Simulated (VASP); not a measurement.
Band structure of PtAl$_{2}$ (fluorite). Level of theory: optB86b-vdW, VASP's PBE PAW potentials (set 64) (plane waves; VASP 6.6.1).

Unless said otherwise, spin-orbit coupling is left out, though it shifts the bands of the heavy elements here.

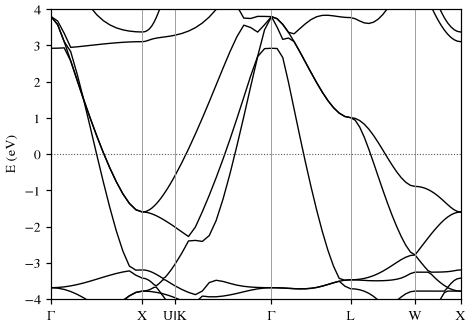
Bands along high-symmetry lines, zero at the valence-band maximum or, without a gap, the Fermi level

Problem. Read the plot: is there a gap, and where are the band edges?

Solution. It has no gap at this level: it comes out as a metal or semimetal. (Edges off the drawn lines would not show.)

The compound is PtAl2 in the fluorite structure. It was relaxed first.
